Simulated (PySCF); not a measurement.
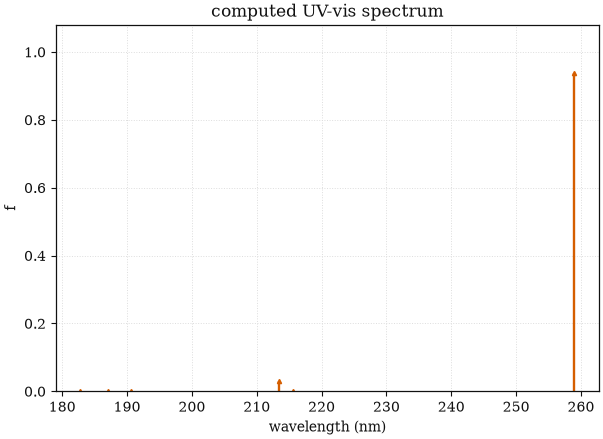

Vertical TDDFT excitations, PBE0/def2-SVPD in PySCF 2.14.0, at a GFN2-xTB geometry (no frequency check), gas phase. The lowest 6 singlet states are shown.

Whose absorption spectrum is this?
A. C₄H₁₀N⁺, SMILES C=CC[NH2+]C
B. C₅H₉Cl (2-chloro-3-methyl-2-butene), SMILES CC(C)=C(C)Cl
C. C₆H₅F₃, SMILES C=C/C=C\C(F)=C(F)F
D. C₇H₁₂, SMILES C[C@H]1[C@@H]2CC[C@H]1C2

Option C. Its lowest singlet lies at 4.79 eV (f = 0.939) and the brightest of those computed is S1 at 4.79 eV (259 nm), f = 0.939, mainly HOMO → LUMO (98 %).

Caveats: states above the negative HOMO energy depend on the basis; the tight-binding geometry is rougher than a DFT one and adds to the error; one conformer of a flexible molecule; core orbitals are frozen in the response.
